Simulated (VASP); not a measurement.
# A VASP study of GeRu2C (LDA): structure first, properties next, part 2 of 6

What structure does GeRu2C take at this level, and what are its properties? The cell is invented: it takes the structure of COD entry 1539492, ZrC (space group 225 there), with some of its atoms replaced by other elements, volume scaled by an estimate. It may not be a known or stable phase.

VASP 6.6.1, plane waves and PAW; the level of theory is named at each step.

So far. Step 2 (Rough relaxation of the start cell): It ends with a largest force of 0.039 eV/Å and a pressure of 0.21 GPa.

## Step 3: Relaxing cell and atoms (LDA)

Level of this step: LDA; plane waves and PAW (Ru_pv, Ge_d, C); invented cell (VASP).

Properties are meant for the cell that this level of theory prefers, so cell and atoms are relaxed first (ISIF = 3) until forces and stress are small; EDIFFG sets the threshold.

INCAR

```
SYSTEM = GeRu2C
PREC = Accurate
ENCUT = 520
EDIFF = 1E-06
NELM = 100
ISMEAR = 0
SIGMA = 0.05
LREAL = .FALSE.
ALGO = Normal
GGA = CA
NBANDS = 29
LORBIT = 11
LWAVE = .FALSE.
LCHARG = .FALSE.
KPAR = 2
IBRION = 2
NSW = 60
ISIF = 3
EDIFFG = -0.01
```

POSCAR

```
GeRu2C
1.0
    1.4449407806      0.8342371473      6.4763182059
   -1.4449407806      0.8342371473      6.4763182059
    0.0000000000     -1.6684742945      6.4763182059
Ru Ge C
2 1 1
Direct
    0.7694486592      0.7694486592      0.7694486592
    0.2305513408      0.2305513408      0.2305513408
    0.0000000000      0.0000000000      0.0000000000
    0.5000000000      0.5000000000      0.5000000000
```

KPOINTS

```
Automatic mesh
0
Gamma
8 8 8
0 0 0
```

Potentials, in the order of the species: Ru_pv, Ge_d and C (LDA family, release 64).

Launch:

```sh
> mpirun -np 2 vasp_std
```

Log:

```text
[... set-up lines as in an earlier step ...]
 entering main loop
       N       E                     dE             d eps       ncg     rms          rms(c)
DAV:   1     0.486690845458E+03    0.48669E+03   -0.25564E+04  4751   0.346E+03
DAV:   2     0.893909720557E+01   -0.47775E+03   -0.46194E+03  3850   0.764E+02
DAV:   3    -0.369301469551E+02   -0.45869E+02   -0.43715E+02  4210   0.160E+02
DAV:   4    -0.387852587078E+02   -0.18551E+01   -0.18400E+01  4345   0.336E+01
DAV:   5    -0.388403055791E+02   -0.55047E-01   -0.55025E-01  4800   0.580E+00    0.309E+01
DAV:   6    -0.366894570641E+02    0.21508E+01   -0.17296E+01  4487   0.291E+01    0.824E+00
DAV:   7    -0.361125722500E+02    0.57688E+00   -0.47070E+00  4223   0.177E+01    0.896E+00
DAV:   8    -0.360134383550E+02    0.99134E-01   -0.59592E-01  4166   0.531E+00    0.190E+00
DAV:   9    -0.359916830256E+02    0.21755E-01   -0.44471E-02  4351   0.184E+00    0.254E-01
DAV:  10    -0.359918345772E+02   -0.15155E-03   -0.11017E-02  4246   0.684E-01    0.180E-01
DAV:  11    -0.359918221784E+02    0.12399E-04   -0.82167E-04  4942   0.338E-01    0.877E-02
DAV:  12    -0.359917921678E+02    0.30011E-04   -0.10131E-04  4855   0.112E-01    0.184E-02
DAV:  13    -0.359917922955E+02   -0.12777E-06   -0.14950E-05  4466   0.350E-02    0.595E-03
DAV:  14    -0.359917920856E+02    0.20994E-06   -0.14204E-06  2816   0.835E-03
   1 F= -.35991792E+02 E0= -.35989421E+02  d E =-.359918E+02
 curvature:   0.00 expect dE= 0.000E+00 dE for cont linesearch  0.000E+00
 trial: gam= 0.00000 g(F)=  0.252E-02 g(S)=  0.908E-02 ort = 0.000E+00 (trialstep = 0.100E+01)
 search vector abs. value=  0.116E-01
 bond charge predicted
       N       E                     dE             d eps       ncg     rms          rms(c)
DAV:   1    -0.360896277388E+02   -0.97835E-01   -0.30633E+00  4204   0.197E+01    0.243E+00
DAV:   2    -0.360233549298E+02    0.66273E-01   -0.43776E-01  3860   0.611E+00    0.105E+00
DAV:   3    -0.360041288275E+02    0.19226E-01   -0.56258E-02  4434   0.225E+00    0.494E-01
DAV:   4    -0.359989386651E+02    0.51902E-02   -0.20529E-02  4651   0.118E+00    0.209E-01
DAV:   5    -0.359987676420E+02    0.17102E-03   -0.10121E-03  4353   0.283E-01    0.151E-01
DAV:   6    -0.359986810019E+02    0.86640E-04   -0.33584E-04  4636   0.206E-01    0.344E-02
DAV:   7    -0.359986675343E+02    0.13468E-04   -0.69414E-05  4867   0.713E-02    0.136E-02
DAV:   8    -0.359986675610E+02   -0.26676E-07   -0.57132E-06  4338   0.220E-02
   2 F= -.35998668E+02 E0= -.35996208E+02  d E =-.687548E-02
[... from here on, the cycles between the ionic steps are left out ...]
   3 F= -.35998983E+02 E0= -.35996619E+02  d E =-.719131E-02
   4 F= -.36001439E+02 E0= -.35999306E+02  d E =-.245550E-02
   5 F= -.36001628E+02 E0= -.35999494E+02  d E =-.264426E-02
   6 F= -.36001616E+02 E0= -.35999481E+02  d E =-.263279E-02
   7 F= -.36001826E+02 E0= -.35999694E+02  d E =-.209744E-03
   8 F= -.36001864E+02 E0= -.35999739E+02  d E =-.247987E-03
   9 F= -.36001868E+02 E0= -.35999741E+02  d E =-.251657E-03
 curvature:  -0.80 expect dE=-0.319E-04 dE for cont linesearch -0.194E-05
 ZBRENT: bisectioning
 opt :   0.8869  next Energy=   -36.001883 (dE=-0.267E-03)
 bond charge predicted
       N       E                     dE             d eps       ncg     rms          rms(c)
DAV:   1    -0.360021141689E+02   -0.24540E-03   -0.90812E-03  3780   0.788E-01    0.113E-01
DAV:   2    -0.360019200143E+02    0.19415E-03   -0.44973E-04  4080   0.218E-01    0.492E-02
DAV:   3    -0.360018739836E+02    0.46031E-04   -0.93741E-05  4724   0.824E-02    0.247E-02
DAV:   4    -0.360018625847E+02    0.11399E-04   -0.35105E-05  4819   0.471E-02    0.987E-03
DAV:   5    -0.360018619725E+02    0.61218E-06   -0.32564E-06  3316   0.145E-02
  10 F= -.36001862E+02 E0= -.35999733E+02  d E =-.245788E-03
 curvature:  -6.22 expect dE=-0.767E-04 dE for cont linesearch -0.541E-04
 trial: gam=-0.05562 g(F)=  0.191E-05 g(S)=  0.104E-04 ort = 0.763E-04 (trialstep = 0.672E+00)
 search vector abs. value=  0.592E-05
 reached required accuracy - stopping structural energy minimisation
```

Run time: 12 min. Hardware: 2 MPI ranks of Intel Xeon Platinum 8259CL at 2.50GHz (Skylake/Cascade Lake), shared host; peak memory 0.68 GiB; 24 min of CPU time.

Parts of OUTCAR (step 3):

```text
  LATTYP: Found a trigonal (rhomboedric) cell.
 ALAT       =     6.6877875999
 COS(alpha) =     0.9066390421

The static configuration has the point symmetry D_3d.

 Found     65 irreducible k-points:

   k-points           NKPTS =     65   k-points in BZ     NKDIM =     65   number of bands    NBANDS=     29

   dimension x,y,z NGX =    50 NGY =   50 NGZ =   50
   dimension x,y,z NGXF=   100 NGYF=  100 NGZF=  100

   ENCUT  =  520.0 eV  38.22 Ry    6.18 a.u.  12.43 12.43 12.43*2*pi/ulx,y,z

   NELECT =      46.0000    total number of electrons

 E-fermi :  11.6867

 k-point     1 :       0.0000    0.0000    0.0000
  band No.  band energies     occupation
    ...
     20       8.9441      2.00000
     21       9.9462      2.00000
     22       9.9462      2.00000
     23      10.8066      2.00000
     24      10.8066      2.00000
     25      13.0913      0.00000
     26      15.5130      0.00000
     27      15.5130      0.00000
     28      17.0108      0.00000
     29      20.6258      0.00000

 k-point     2 :       0.1250    0.0000    0.0000
  band No.  band energies     occupation
    ...
     20       9.2420      2.00000
     21       9.7940      2.00000
     22       9.8914      2.00000
     23      10.8730      2.00000
     24      10.9063      2.00000
     25      13.7214      0.00000
     26      15.3439      0.00000
     27      15.7029      0.00000
     28      17.5998      0.00000
     29      18.0828      0.00000

  Total        0.0160687      0.0160687     -0.0186404      0.0000000     -0.0000000      0.0000000
  in kB        0.5451546      0.5451549     -0.6324016      0.0000000     -0.0000000      0.0000000
  external PRESSURE =       0.1526360 kB  Pullay stress =       0.0000000 kB

  energy-cutoff  :      520.00
  volume of cell :       47.23
      direct lattice vectors                 reciprocal lattice vectors
     1.460175106  0.843032696  6.393982942     0.342424684  0.197698936  0.052132346
    -1.460175106  0.843032696  6.393982942    -0.342424684  0.197698936  0.052132346
    -0.000000000 -1.686065391  6.393982942     0.000000000 -0.395397871  0.052132346

 POSITION                                       TOTAL-FORCE (eV/Angst)
 -----------------------------------------------------------------------------------
     -0.00000      0.00000     14.77374        -0.000000      0.000000      0.004450
     -0.00000      0.00000      4.40821         0.000000     -0.000000     -0.004450
      0.00000      0.00000      0.00000        -0.000000     -0.000000      0.000000
     -0.00000      0.00000      9.59097        -0.000000     -0.000000      0.000000
 -----------------------------------------------------------------------------------
    total drift:                               -0.000000     -0.000000      0.000000

  FREE ENERGIE OF THE ION-ELECTRON SYSTEM (eV)
  ---------------------------------------------------
  free  energy   TOTEN  =       -36.0018619725 eV

  energy  without entropy=      -35.9976032823  energy(sigma->0) =      -35.99973263

 total charge
# of ion       s       p       d       tot
------------------------------------------
    1        0.321   6.310   6.196  12.828
    2        0.321   6.310   6.196  12.828
    3        1.156   1.181  10.107  12.444
    4        0.867   1.499   0.000   2.366
--------------------------------------------------
tot          2.666  15.300  22.500  40.466

[... 2 parts as in an earlier step ...]

[... 7 further parts left out ...]
```

Relaxation path:

```csv
step,energy less that of the first step (eV),largest force (eV/Å),pressure (GPa),volume (Å³)
1,0.0000,0.1617,0.91,46.84
2,-0.0069,0.1086,-1.24,47.29
3,-0.0072,0.0998,-1.52,47.38
4,-0.0096,0.0752,0.80,47.12
5,-0.0098,0.0411,0.32,47.18
6,-0.0098,0.0373,0.17,47.18
7,-0.0100,0.0084,0.10,47.21
8,-0.0101,0.0224,-0.05,47.24
9,-0.0101,0.0187,-0.04,47.24
10,-0.0101,0.0044,0.02,47.23
```

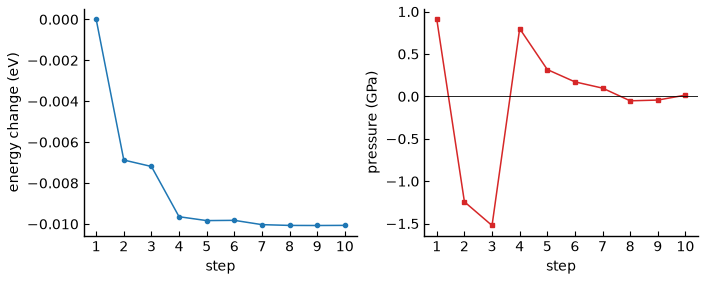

Energy and pressure along the relaxation.

| conventional cell, symmetrised | before | after | change |
| --- | --- | --- | --- |
| a (Å) | 2.890 | 2.920 | +1.1 % |
| b (Å) | 2.890 | 2.920 | +1.1 % |
| c (Å) | 19.429 | 19.182 | -1.3 % |
| volume (Å³/atom) | 11.71 | 11.81 | +0.8 % |

The atoms that moved most (Å, as changes of fractional coordinates times the final cell):

```csv
atom,dx,dy,dz,length
Ru2,0.000,0.000,-0.014,0.014
Ru1,0.000,0.000,0.014,0.014
```

Final coordinates:

```xyz
4
Lattice="1.4602 0.8430 6.3940 -1.4602 0.8430 6.3940 0.0000 -1.6861 6.3940" Properties=species:S:1:pos:R:3 pbc="T T T"
Ru    0.0000    0.0000   14.7737
Ru    0.0000    0.0000    4.4082
Ge    0.0000    0.0000    0.0000
C     0.0000    0.0000    9.5910
```

This step gave:

```
irreducible k-points            : 65
free energy (TOTEN)             : -36.00 eV
energy at zero smearing         : -36.00 eV
Fermi energy                    : 11.69 eV
pressure                        : 0.01526 GPa
SCF cycles over all ionic steps : 69
```

It ends with a largest force of 0.004 eV/Å and a pressure of 0.02 GPa.

## Step 4: Density, ELF and potential (LDA)

A single point on the relaxed cell gives a clean self-consistent state, with density, ELF and potential written out.

Changes to INCAR since step 3:

```diff
@@ -13,7 +13,5 @@
 LWAVE = .FALSE.
-LCHARG = .FALSE.
-KPAR = 2
-IBRION = 2
-NSW = 60
-ISIF = 3
-EDIFFG = -0.01
+LCHARG = .TRUE.
+ISIF = 2
+LELF = .TRUE.
+LVHAR = .TRUE.
```

POSCAR

```
GeRu2C
1.0
    1.4601751065      0.8430326957      6.3939829417
   -1.4601751065      0.8430326957      6.3939829417
    0.0000000000     -1.6860653913      6.3939829417
Ru Ge C
2 1 1
Direct
    0.7701896776      0.7701896776      0.7701896776
    0.2298103224      0.2298103224      0.2298103224
    0.0000000000      0.0000000000      0.0000000000
    0.5000000000      0.5000000000      0.5000000000
```

KPOINTS is that of step 3.

Launch:

```sh
> mpirun -np 2 vasp_std
```

Log:

```text
[banner, memory and clock lines left out]
running    2 mpi-ranks, on    1 nodes
 distrk:  each k-point on    2 cores,    1 groups
 distr:  one band on    1 cores,    2 groups

 POSCAR found type information on POSCAR RuGeC
 POSCAR found :  3 types and       4 ions
 LDA part: xc-table for (Slater(with rela. corr.)+CA(PZ))
 , standard interpolation
|                                                                             |
|           W    W    AA    RRRRR   N    N  II  N    N   GGGG   !!!           |
|           W    W   A  A   R    R  NN   N  II  NN   N  G    G  !!!           |
|           W    W  A    A  R    R  N N  N  II  N N  N  G       !!!           |
|           W WW W  AAAAAA  RRRRR   N  N N  II  N  N N  G  GGG   !            |
|           WW  WW  A    A  R   R   N   NN  II  N   NN  G    G                |
|           W    W  A    A  R    R  N    N  II  N    N   GGGG   !!!           |
|                                                                             |
|     The number of bands has been changed from the values supplied in        |
|     The orbitals not found in the WAVECAR file will be initialized with     |
|     random numbers, which is usually adequate. For correlated               |
|     calculations, however, you should redo the groundstate calculation.     |
|     I found NBANDS = 29. Now, NBANDS = 30.                                  |
|                                                                             |

 POSCAR, INCAR and KPOINTS ok, starting setup
 FFT: planning ... GRIDC
 FFT: planning ... GRID_SOFT
 FFT: planning ... GRID
 WAVECAR not read
 entering main loop
       N       E                     dE             d eps       ncg     rms          rms(c)
DAV:   1     0.478912265753E+03    0.47891E+03   -0.25349E+04  4928   0.333E+03
DAV:   2     0.709996770483E+01   -0.47181E+03   -0.45341E+03  3996   0.738E+02
DAV:   3    -0.371313485669E+02   -0.44231E+02   -0.42408E+02  4444   0.154E+02
DAV:   4    -0.387901957686E+02   -0.16588E+01   -0.16512E+01  4386   0.311E+01
DAV:   5    -0.388386102696E+02   -0.48415E-01   -0.48399E-01  5126   0.535E+00    0.309E+01
DAV:   6    -0.366474666117E+02    0.21911E+01   -0.15078E+01  4664   0.277E+01    0.813E+00
DAV:   7    -0.361225381044E+02    0.52493E+00   -0.41180E+00  4380   0.168E+01    0.899E+00
DAV:   8    -0.360228243321E+02    0.99714E-01   -0.54365E-01  4342   0.511E+00    0.205E+00
DAV:   9    -0.360021305191E+02    0.20694E-01   -0.39644E-02  4490   0.177E+00    0.229E-01
DAV:  10    -0.360022379345E+02   -0.10742E-03   -0.93024E-03  4576   0.620E-01    0.171E-01
DAV:  11    -0.360022247599E+02    0.13175E-04   -0.74022E-04  5188   0.318E-01    0.812E-02
DAV:  12    -0.360021924641E+02    0.32296E-04   -0.97983E-05  5142   0.114E-01    0.168E-02
DAV:  13    -0.360021925673E+02   -0.10322E-06   -0.14785E-05  4730   0.347E-02    0.624E-03
DAV:  14    -0.360021923519E+02    0.21541E-06   -0.11756E-06  3114   0.765E-03
   1 F= -.36002192E+02 E0= -.36000063E+02  d E =-.425895E-02
```

Run time: 2.5 min. Hardware: 2 MPI ranks; peak memory 0.47 GiB.

OUTCAR, selected parts (step 4):

```text
  LATTYP: Found a trigonal (rhomboedric) cell.
 ALAT       =     6.6125511965
 COS(alpha) =     0.9024781494

The static configuration has the point symmetry D_3d.

 Found     65 irreducible k-points:

   k-points           NKPTS =     65   k-points in BZ     NKDIM =     65   number of bands    NBANDS=     30

   ENCUT  =  520.0 eV  38.22 Ry    6.18 a.u.  12.29 12.29 12.29*2*pi/ulx,y,z

   NELECT =      46.0000    total number of electrons

 E-fermi :  11.6867

 k-point     1 :       0.0000    0.0000    0.0000
  band No.  band energies     occupation
    ...
     20       8.9441      2.00000
     21       9.9464      2.00000
     22       9.9464      2.00000
     23      10.8067      2.00000
     24      10.8067      2.00000
     25      13.0913      0.00000
     26      15.5129      0.00000
     27      15.5129      0.00000
     28      17.0108      0.00000
     29      20.6259      0.00000
    ...

 k-point     2 :       0.1250    0.0000   -0.0000
  band No.  band energies     occupation
    ...
     20       9.2420      2.00000
     21       9.7941      2.00000
     22       9.8916      2.00000
     23      10.8731      2.00000
     24      10.9065      2.00000
     25      13.7214      0.00000
     26      15.3439      0.00000
     27      15.7028      0.00000
     28      17.5998      0.00000
     29      18.0829      0.00000
    ...

  Total        0.0082123      0.0082123     -0.0354725      0.0000000     -0.0000000      0.0000000
  in kB        0.2786140      0.2786142     -1.2034577      0.0000000     -0.0000000      0.0000000
  external PRESSURE =      -0.2154098 kB  Pullay stress =       0.0000000 kB

  energy-cutoff  :      520.00
  volume of cell :       47.23
      direct lattice vectors                 reciprocal lattice vectors
     1.460175106  0.843032696  6.393982942     0.342424684  0.197698936  0.052132346
    -1.460175106  0.843032696  6.393982942    -0.342424684  0.197698936  0.052132346
     0.000000000 -1.686065391  6.393982942     0.000000000 -0.395397871  0.052132346

 POSITION                                       TOTAL-FORCE (eV/Angst)
 -----------------------------------------------------------------------------------
      0.00000      0.00000     14.77374        -0.000000      0.000000      0.004904
      0.00000      0.00000      4.40821        -0.000000     -0.000000     -0.004904
      0.00000      0.00000      0.00000        -0.000000     -0.000000     -0.000000
      0.00000      0.00000      9.59097         0.000000     -0.000000      0.000000
 -----------------------------------------------------------------------------------
    total drift:                                0.000000      0.000000     -0.000000

  FREE ENERGIE OF THE ION-ELECTRON SYSTEM (eV)
  ---------------------------------------------------
  free  energy   TOTEN  =       -36.0021923519 eV

  energy  without entropy=      -35.9979334060  energy(sigma->0) =      -36.00006288

[... 3 parts as in an earlier step ...]

[... 7 further parts left out ...]
```

This step gave:

| Quantity | Value |
| --- | --- |
| SCF cycles | 14 |
| bands | 30 |
| pressure | -0.02154 GPa |

Valence electrons inside each PAW sphere by angular momentum. Sphere charges, by row:

```
atom  s (e)  p (e)  d (e)  tot (e)
 Ru1  0.321   6.31  6.196    12.83
 Ru2  0.321   6.31  6.196    12.83
 Ge3  1.156  1.181  10.11    12.44
  C4  0.867  1.499      0    2.366
```

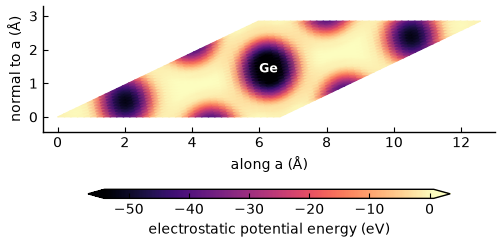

Electrostatic potential energy in the ac plane of the cell as run, not the conventional one, at fractional y = 0.000, with atoms of Ge within 0.2 Å of it. With pseudopotentials it is smooth inside the atoms' cores, unlike the true potential. The map starts off the cell's origin, so that atoms lie inside it.

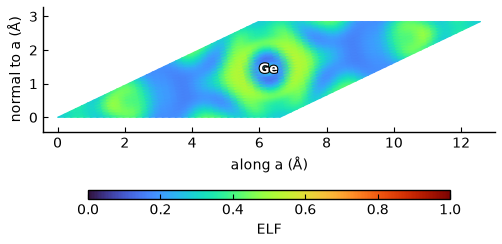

ELF in the ac plane of the cell as run, not the conventional one, at fractional y = 0.000, with atoms of Ge within 0.2 Å of it. It is the smooth field of the valence electrons, not physical close to the nuclei. The map starts off the cell's origin, so that atoms lie inside it.

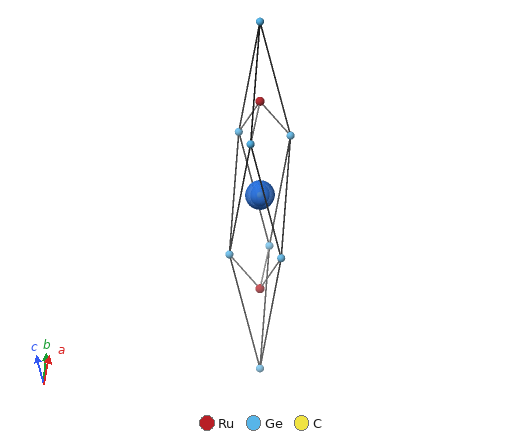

Surface of ELF = 0.68. Drawn on the cell as run, not the conventional one. Bonds to atoms that aren't drawn are left out.

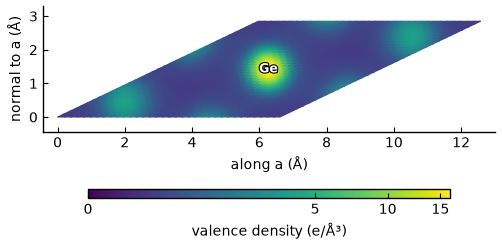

Valence density in the ac plane of the cell as run, not the conventional one, at fractional y = 0.000, with atoms of Ge within 0.2 Å of it. It is the smooth field of the valence electrons, not physical close to the nuclei. The map starts off the cell's origin, so that atoms lie inside it. The colour scale is stretched toward low values.

In this run the pressure is -0.02 GPa, small enough to go on.

(Continued in part 3 of 6.)

[Lines on the potential files, build, host, timing and source positions are cut from VASP's logs without a mark.]

[Logs are printed without paths, hosts, clocks, repeated set-up lines and the standing remarks that a program may print on its own settings, such as how far it seeks lower states.]

[Hosts, paths, dates, database ids (printed as entryN), source tags and the programs' standing remarks are cut or masked in the printed files.]

[A measured line is paired with the nearest computed mode of its activity, which favours agreement.]

[In band tables of VASP the shares of atoms and orbitals are scaled to a sum of 1 inside the atoms' spheres.]
